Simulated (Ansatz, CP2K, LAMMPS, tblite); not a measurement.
# Which run comes nearest? Aqueous Zn2+ and Br-, 2.1 mol of salt per kg of water at 300 K (81 atoms)

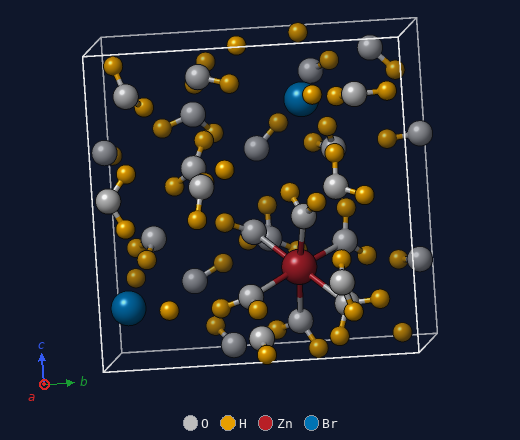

The cell (oxygen light grey, hydrogen orange, zinc red, bromine blue). Bonds to atoms that aren't drawn are left out. Some periodic images of atoms are drawn too.

Density of this cell: 1.38 g/cm³. The cell holds 81 atoms: 26 O, 52 H, 1 Zn and 2 Br. Cell: a = 9.404 Å, b = 9.404 Å, c = 9.404 Å, α = 90.0°, β = 90.0°, γ = 90.0°. 26 H2O, 1 Zn2+, 2 Br- placed at random, at 1.39 g/cm³; overlaps pushed apart, then 10 ps at 420 K with divalent ions of Li, Roberts, Chakravorty and Merz (J. Chem. Theory Comput. 9, 2733 (2013)); Joung-Cheatham ions (J. Phys. Chem. B 112, 9020 (2008)); SPC/E water (Berendsen, Grigera and Straatsma, J. Phys. Chem. 91, 6269 (1987)); charges of ions scaled by 0.85. Snapshot after 20 ps at 300 K and fixed volume.

Geometry: as built.

The reference, a calculation:

```
method                                           : Kohn-Sham DFT, PBE, PAW, plane waves (Ansatz 0.2.0); cutoff 420 eV, Γ point, fermi-dirac smearing of 0.05 eV; PAW set soft_2
r.m.s. force component                           : 0.597 eV/Å
longest force                                    : 2.723 eV/Å
pressure                                         : -0.4336 GPa
gap (highest filled to lowest empty level) : 3.841 eV
SCF cycles                                       : 9
time                                             : 8.8 s on 4 threads of Arm Neoverse V1, shared host
CPU time                                         : 22 s
```

**Question.** The same geometry is run in other programs. How far does each lie from the reference, and what does it cost?
- CP2K PBE, DZVP-UZH, 400/50 Ry, OT CG (CP2K 2026.2; 4 MPI ranks)
- CP2K GFN1-xTB, OT DIIS (CP2K 2026.2; 1 thread)
- CP2K PBE, SZV-MOLOPT-SR, 800/50 Ry, OT CG (CP2K 2026.2; 2 threads)
- CP2K PBE, DZVP-MOLOPT-SR, 800/50 Ry, OT CG (CP2K 2026.2; 4 MPI ranks)
- CP2K PBE, DZVP-UZH, 800/50 Ry, OT CG (CP2K 2026.2; 4 MPI ranks)

Differences are against the plane-wave reference, forces as r.m.s. over components; share is that over the reference's r.m.s. force, slope the least-squares factor from reference forces to these. Total energies of different programs have different zeros and aren't compared.

```tsv
run	Δ force, r.m.s. (meV/Å)	share (%)	slope	Δ pressure (GPa)	Δ gap (eV)	cores	CPU time	memory (GiB)
reference	-	-	-	-	-	4	22 s	0.86
CP2K PBE, DZVP-UZH, 400/50 Ry, OT CG (coarse)	132	22.1	0.889	0.897	0.144	4	7.3 min	1.6
CP2K GFN1-xTB, OT DIIS	357	59.9	1.020	-5.06	-	1	2.9 s	0.3
CP2K PBE, SZV-MOLOPT-SR, 800/50 Ry, OT CG (coarse)	1692	283	-0.733	8.90	2.66	2	5.4 min	1.5
CP2K PBE, DZVP-MOLOPT-SR, 800/50 Ry, OT CG	38.4	6.43	0.999	0.183	1.65	4	9.9 min	2.5
CP2K PBE, DZVP-UZH, 800/50 Ry, OT CG	120	20.1	0.895	0.867	0.144	4	11 min	2.6
```

Rows marked coarse were listed beforehand as settings not expected to be converged; some can still land near the reference.

CPU time is summed over cores on a shared host, where runs went side by side, so it is rough. Symmetry, cutoffs, thresholds, outputs and thread counts weren't matched or tuned between programs; memory under MPI is the largest rank's times the ranks.

The PBE runs in local orbitals, coarse settings apart, differ by 6.4 % (CP2K PBE, DZVP-MOLOPT-SR, 800/50 Ry, OT CG) to 20 % (CP2K PBE, DZVP-UZH, 800/50 Ry, OT CG); basis, grid and potentials can all enter. Tight binding differs by 60 % (CP2K GFN1-xTB, OT DIIS); it is another model, with fitted parameters of its own, and the xTB methods hold dispersion. Runs with settings chosen to be coarse differ by 22 % (CP2K PBE, DZVP-UZH, 400/50 Ry, OT CG) to 283 % (CP2K PBE, SZV-MOLOPT-SR, 800/50 Ry, OT CG), their programs' other errors included. One electronic-structure run takes under half the reference's CPU time: CP2K GFN1-xTB, OT DIIS, at 60 % in 2.9 s against 22 s; its pressure misses by -5.1 GPa. Periodic xTB results under one method name differ between programs and library versions. With short bonds to hydrogen, sets of potentials differ among themselves by several per cent in forces even at converged cutoffs, so the reference isn't exact here either. The network of contacts between molecules at the start is that of the classical potential that made the cell, and needn't be the one that DFT or experiment would give. The electronic-structure runs sample only Γ, in a cell whose shortest periodic width is 9 Å.

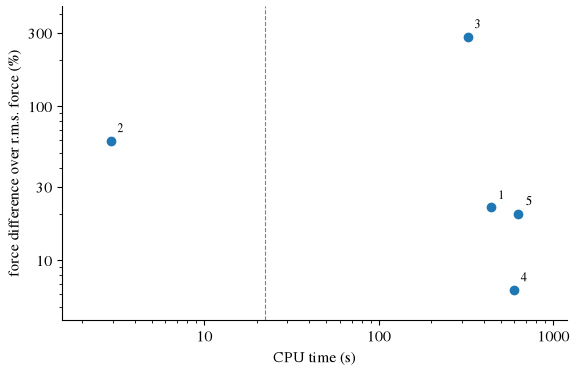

Force difference against CPU time; the dashed line marks the reference's time. Points: 1 CP2K PBE, DZVP-UZH, 400/50 Ry, OT CG; 2 CP2K GFN1-xTB, OT DIIS; 3 CP2K PBE, SZV-MOLOPT-SR, 800/50 Ry, OT CG; 4 CP2K PBE, DZVP-MOLOPT-SR, 800/50 Ry, OT CG; 5 CP2K PBE, DZVP-UZH, 800/50 Ry, OT CG.

[Logs are printed without paths, hosts, clocks, repeated set-up lines and the standing remarks that a program may print on its own settings, such as how far it seeks lower states.]

[Hosts, paths, dates, database ids (printed as entryN), source tags and the programs' standing remarks are cut or masked in the printed files.]
